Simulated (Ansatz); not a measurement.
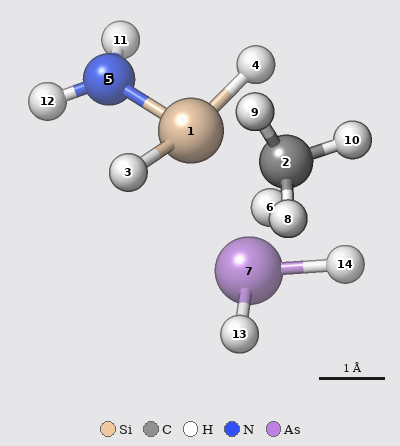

*The structure as given in the input (ball-and-stick view, seen at a tilt; atoms are numbered from 1 in the order of the input).*

Bond lengths as drawn: As–H 1.51 Å, C–H 1.08 to 1.09 Å, H–N 1.01 Å, H–Si 1.47 to 1.48 Å and N–Si 1.74 Å.

## CH10AsNSi: geometry relaxation (part 1 of 2)

System: CH10AsNSi.
Method: RHF/def2-SVP (Ansatz 0.2.0).

The input holds or restrains some coordinates. It belongs to a series of runs on one base structure; here: pulled along the bonds that form and break, towards end A. Figures and captions count atoms from 1; the log counts them from 0 in places.

**Log**
```
The last accepted step is kept in [file] (removed where the run ends without a failure and the disk answers)
Engine: ansatz 0.2.0, aarch64-unknown-linux-gnu
Functional definition: HF
  exchange = exact_x
  correlation = 0
1382 factors; integrals over basis functions are off by at most 5.4e-4 eV
mean field evaluation 1: about -71309.2234 eV, gradient 3.7e1 eV
mean field evaluation 2: about -71309.2727 eV, gradient 3.7e1 eV
mean field evaluation 4: about -71312.8991 eV, gradient 3.5e0 eV
mean field evaluation 8: about -71312.9578 eV, gradient 3.0e-1 eV
mean field -71312.95854710 eV, -2620.7028889466 hartree, gradient 8.8e-6 eV, S^2 0.000000; 0 other end points of the search recorded, 0 dependent functions left out
the calculation of the forces begins
reference -71312.95854710 eV, -2620.7028889466 hartree; 35, 35 occupied and 93, 93 virtual orbitals, 1382 factors
relax step   1: F+E_penalty+E_count = -71312.95854710 eV  Δ(F+E_penalty+E_count) = +0.000e0 eV  max|allowed force component| = 3.160e0 eV/Å  E_restraint = 31.75576306 eV  max|allowed force component, restraints' pulls added| = 4.047e1 eV/Å  Δτ_max = 0.0000 Å  (34 SCF iters, accepted)
  distance Si 0 - As 6 = 2.6870 Å
  distance H 5 - C 1 = 1.3944 Å
  distance Si 0 - C 1 = 2.1835 Å
  distance H 5 - As 6 = 1.9830 Å
these checks for a lower state are left out or cut short: starts, cluster_reference, orbital_swaps, neighbouring_geometries, increment
1382 factors; integrals over basis functions are off by at most 4.8e-4 eV
mean field evaluation 16: about -71312.1512 eV, gradient 8.3e-1 eV
mean field -71312.15656865 eV, -2620.6734167821 hartree, gradient 2.5e-5 eV, S^2 0.000000; 0 other end points of the search recorded, 0 dependent functions left out
[... from here on the field's lines of each further geometry are left out, up to the last ...]
relax step   2: F+E_penalty+E_count = -71312.15656865 eV  Δ(F+E_penalty+E_count) = +8.020e-1 eV  max|allowed force component| = 2.282e0 eV/Å  E_restraint = 17.48207466 eV  max|allowed force component, restraints' pulls added| = 3.091e1 eV/Å  Δτ_max = 0.1949 Å  (33 SCF iters, accepted)
relax step   3: F+E_penalty+E_count = -71311.88159151 eV  Δ(F+E_penalty+E_count) = +2.750e-1 eV  max|allowed force component| = 4.029e0 eV/Å  E_restraint = 7.95445507 eV  max|allowed force component, restraints' pulls added| = 2.005e1 eV/Å  Δτ_max = 0.1989 Å  (32 SCF iters, accepted)
relax step   4: F+E_penalty+E_count = -71312.05096227 eV  Δ(F+E_penalty+E_count) = -1.694e-1 eV  max|allowed force component| = 3.110e0 eV/Å  E_restraint = 2.44264269 eV  max|allowed force component, restraints' pulls added| = 9.051e0 eV/Å  Δτ_max = 0.1949 Å  (33 SCF iters, accepted)
relax step   5: F+E_penalty+E_count = -71312.82071693 eV  Δ(F+E_penalty+E_count) = -7.698e-1 eV  max|allowed force component| = 2.767e0 eV/Å  E_restraint = 0.24021276 eV  max|allowed force component, restraints' pulls added| = 2.038e0 eV/Å  Δτ_max = 0.1945 Å  (33 SCF iters, accepted)
relax step   6: F+E_penalty+E_count = -71313.63849533 eV  Δ(F+E_penalty+E_count) = -8.178e-1 eV  max|allowed force component| = 1.497e0 eV/Å  E_restraint = 0.06156202 eV  max|allowed force component, restraints' pulls added| = 1.493e0 eV/Å  Δτ_max = 0.1949 Å  (32 SCF iters, accepted)
relax step   7: F+E_penalty+E_count = -71313.80857453 eV  Δ(F+E_penalty+E_count) = -1.701e-1 eV  max|allowed force component| = 9.885e-1 eV/Å  E_restraint = 0.02090833 eV  max|allowed force component, restraints' pulls added| = 8.051e-1 eV/Å  Δτ_max = 0.1998 Å  (33 SCF iters, accepted)
relax step   8: F+E_penalty+E_count = -71314.02309474 eV  Δ(F+E_penalty+E_count) = -2.145e-1 eV  max|allowed force component| = 1.368e0 eV/Å  E_restraint = 0.01010657 eV  max|allowed force component, restraints' pulls added| = 1.368e0 eV/Å  Δτ_max = 0.1950 Å  (32 SCF iters, accepted)
relax step   9: F+E_penalty+E_count = -71314.28623550 eV  Δ(F+E_penalty+E_count) = -2.631e-1 eV  max|allowed force component| = 1.535e0 eV/Å  E_restraint = 0.01837050 eV  max|allowed force component, restraints' pulls added| = 1.535e0 eV/Å  Δτ_max = 0.1953 Å  (32 SCF iters, accepted)
relax step  10: F+E_penalty+E_count = -71314.63935861 eV  Δ(F+E_penalty+E_count) = -3.531e-1 eV  max|allowed force component| = 1.906e0 eV/Å  E_restraint = 0.03415556 eV  max|allowed force component, restraints' pulls added| = 1.562e0 eV/Å  Δτ_max = 0.1953 Å  (32 SCF iters, accepted)
relax step  11: F+E_penalty+E_count = -71315.04518913 eV  Δ(F+E_penalty+E_count) = -4.058e-1 eV  max|allowed force component| = 2.116e0 eV/Å  E_restraint = 0.05222639 eV  max|allowed force component, restraints' pulls added| = 1.460e0 eV/Å  Δτ_max = 0.1911 Å  (32 SCF iters, accepted)
relax step  12: F+E_penalty+E_count = -71315.53383961 eV  Δ(F+E_penalty+E_count) = -4.887e-1 eV  max|allowed force component| = 1.806e0 eV/Å  E_restraint = 0.07899108 eV  max|allowed force component, restraints' pulls added| = 5.617e-1 eV/Å  Δτ_max = 0.1915 Å  (30 SCF iters, accepted)
relax step  13: F+E_penalty+E_count = -71315.80105116 eV  Δ(F+E_penalty+E_count) = -2.672e-1 eV  max|allowed force component| = 1.802e0 eV/Å  E_restraint = 0.07761668 eV  max|allowed force component, restraints' pulls added| = 4.471e-1 eV/Å  Δτ_max = 0.2000 Å  (30 SCF iters, accepted)
relax step  14: F+E_penalty+E_count = -71315.94991618 eV  Δ(F+E_penalty+E_count) = -1.489e-1 eV  max|allowed force component| = 1.448e0 eV/Å  E_restraint = 0.05769124 eV  max|allowed force component, restraints' pulls added| = 9.110e-1 eV/Å  Δτ_max = 0.1975 Å  (29 SCF iters, accepted)
relax step  15: F+E_penalty+E_count = -71316.10497291 eV  Δ(F+E_penalty+E_count) = -1.551e-1 eV  max|allowed force component| = 1.176e0 eV/Å  E_restraint = 0.04351363 eV  max|allowed force component, restraints' pulls added| = 8.407e-1 eV/Å  Δτ_max = 0.1968 Å  (29 SCF iters, accepted)
relax step  16: F+E_penalty+E_count = -71316.23510611 eV  Δ(F+E_penalty+E_count) = -1.301e-1 eV  max|allowed force component| = 9.556e-1 eV/Å  E_restraint = 0.03231954 eV  max|allowed force component, restraints' pulls added| = 4.659e-1 eV/Å  Δτ_max = 0.1950 Å  (29 SCF iters, accepted)
relax step  17: F+E_penalty+E_count = -71316.31292472 eV  Δ(F+E_penalty+E_count) = -7.782e-2 eV  max|allowed force component| = 8.228e-1 eV/Å  E_restraint = 0.02442742 eV  max|allowed force component, restraints' pulls added| = 2.411e-1 eV/Å  Δτ_max = 0.1999 Å  (29 SCF iters, accepted)
relax step  18: F+E_penalty+E_count = -71316.34972793 eV  Δ(F+E_penalty+E_count) = -3.680e-2 eV  max|allowed force component| = 8.115e-1 eV/Å  E_restraint = 0.01998789 eV  max|allowed force component, restraints' pulls added| = 1.844e-1 eV/Å  Δτ_max = 0.1999 Å  (29 SCF iters, accepted)
relax step  19: F+E_penalty+E_count = -71316.35785985 eV  Δ(F+E_penalty+E_count) = -8.132e-3 eV  max|allowed force component| = 8.032e-1 eV/Å  E_restraint = 0.01833282 eV  max|allowed force component, restraints' pulls added| = 2.565e-1 eV/Å  Δτ_max = 0.2000 Å  (29 SCF iters, accepted)
relax step  20: F+E_penalty+E_count = -71316.36248566 eV  Δ(F+E_penalty+E_count) = -4.626e-3 eV  max|allowed force component| = 7.878e-1 eV/Å  E_restraint = 0.02042146 eV  max|allowed force component, restraints' pulls added| = 5.050e-1 eV/Å  Δτ_max = 0.0774 Å  (30 SCF iters, accepted)
the calculation of the forces begins
reference -71316.37212952 eV, -2620.8283357868 hartree; 35, 35 occupied and 93, 93 virtual orbitals, 1382 factors
relax step  21: F+E_penalty+E_count = -71316.37212952 eV  Δ(F+E_penalty+E_count) = -9.644e-3 eV  max|allowed force component| = 7.550e-1 eV/Å  E_restraint = 0.01905489 eV  max|allowed force component, restraints' pulls added| = 5.770e-2 eV/Å  Δτ_max = 0.0830 Å  (30 SCF iters, accepted)
  distance Si 0 - As 6 = 3.6330 Å
  distance H 5 - C 1 = 2.3811 Å
  distance Si 0 - C 1 = 1.8773 Å
  distance H 5 - As 6 = 1.4981 Å
1382 factors; integrals over basis functions are off by at most 7.9e-4 eV
mean field evaluation 160: about -71316.3690 eV, gradient 7.1e-1 eV
```

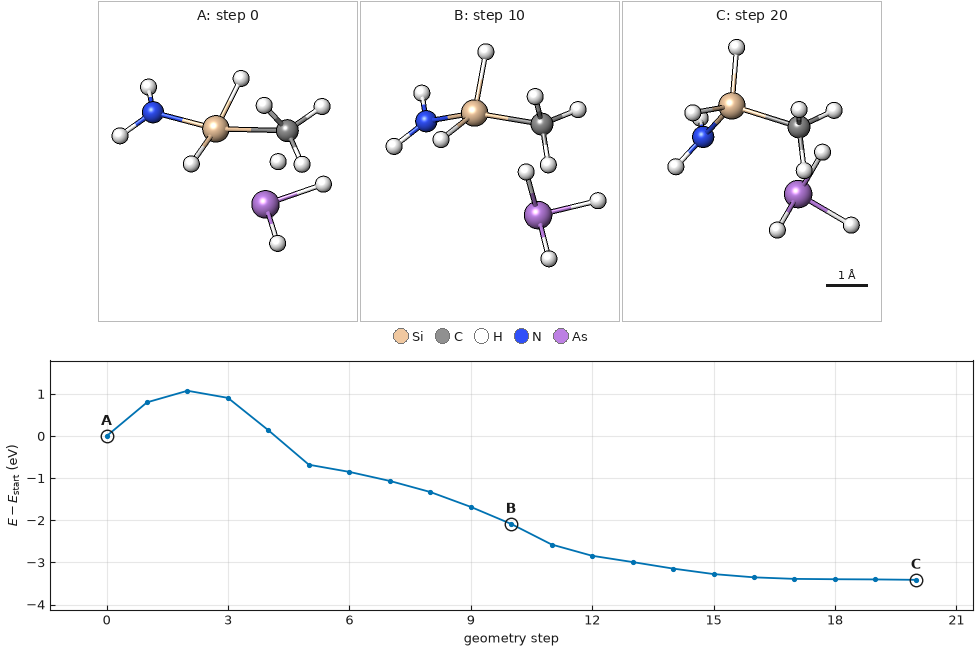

*Frames of the restrained relaxation (ball-and-stick view, seen at a tilt) above the curves, on which the letters mark them (the first geometry is step 0 here and step 1 in the log).*

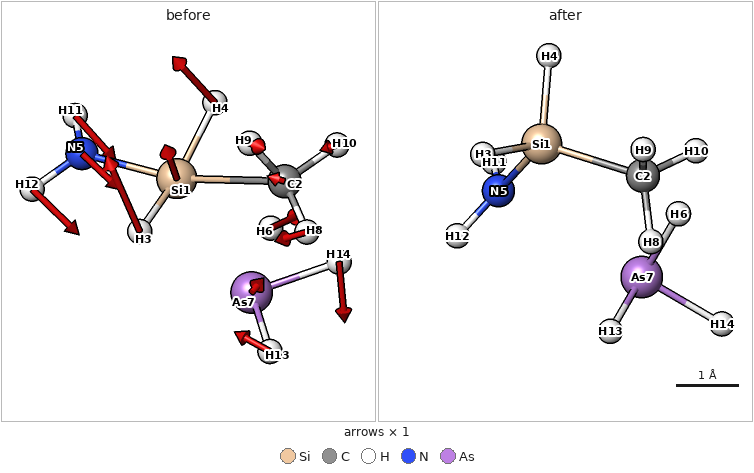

*Before (left) and after (right) the restrained relaxation, at one scale (ball-and-stick view, seen at a tilt). The red arrows give the displacements, at true length.*

The largest move after the best rigid fit is that of H3, 1.57 Å. Largest moves by element: H 1.57 Å, Si 0.89 Å, N 0.89 Å, As 0.41 Å, C 0.33 Å. Distances before and after: H6–As7 1.983 → 1.498 Å, Si1–C2 2.184 → 1.877 Å, Si1–N5 1.739 → 1.724 Å, C2–H9 1.083 → 1.096 Å. New bonds form: H6–As7 (1.98 → 1.50 Å). Among the angles that change: H3–Si1–H4 154.5° → 109.6°, C2–Si1–N5 162.4° → 122.9°, C2–Si1–H4 83.0° → 106.7°. After 20 geometry steps the energy has fallen by 3.414 eV. The largest force component goes from 3.2 to 0.75 eV/Å. (Atoms are counted from 1 in the order of the input.)

```
mean field -71316.37212952 eV, -2620.8283357868 hartree, gradient 1.4e-5 eV, S^2 0.000000; 1 other end points of the search recorded, 0 dependent functions left out
the calculation of the forces begins
reference -71316.37212952 eV, -2620.8283357868 hartree; 35, 35 occupied and 93, 93 virtual orbitals, 1382 factors
Total energy: -71316.37212952 eV, -2620.8283357868 hartree
Atom 0 at     0.056649    -0.863644    -1.086184 Å, force     0.189618    -0.686929    -0.754960 eV/Å
Atom 1 at     0.205238    -1.425702     0.698855 Å, force     0.156845    -0.380627     0.109247 eV/Å
Atom 2 at     1.233306    -1.472209    -1.763822 Å, force    -0.004297    -0.006970    -0.019025 eV/Å
Atom 3 at    -1.189201    -1.465646    -1.619239 Å, force    -0.057703    -0.026073    -0.001236 eV/Å
Atom 4 at     0.030245     0.797538    -1.546765 Å, force     0.026502     0.010248    -0.000099 eV/Å
Atom 5 at    -0.941039     0.587560     1.248706 Å, force    -0.125369     0.341638     0.030912 eV/Å
Atom 6 at    -0.541110     2.016899     1.045481 Å, force    -0.210553     0.721854     0.616169 eV/Å
Atom 7 at     0.964564    -0.901004     1.278080 Å, force     0.011487     0.009445     0.002363 eV/Å
Atom 8 at     0.519366    -2.473313     0.627493 Å, force     0.004189    -0.002453     0.011419 eV/Å
Atom 9 at    -0.732045    -1.413454     1.252933 Å, force     0.016867     0.007181    -0.004941 eV/Å
Atom 10 at    -0.797812     1.232658    -1.901002 Å, force     0.012355     0.007176     0.003247 eV/Å
Atom 11 at     0.855664     1.283628    -1.836993 Å, force    -0.011933    -0.011363     0.011254 eV/Å
Atom 12 at     0.941969     1.761955     1.070280 Å, force     0.003366    -0.006097    -0.011612 eV/Å
Atom 13 at    -0.605694     2.334934     2.532276 Å, force    -0.011374     0.022969     0.007263 eV/Å
Dipole moment:     0.079462     0.016324    -0.113202 e Å
```
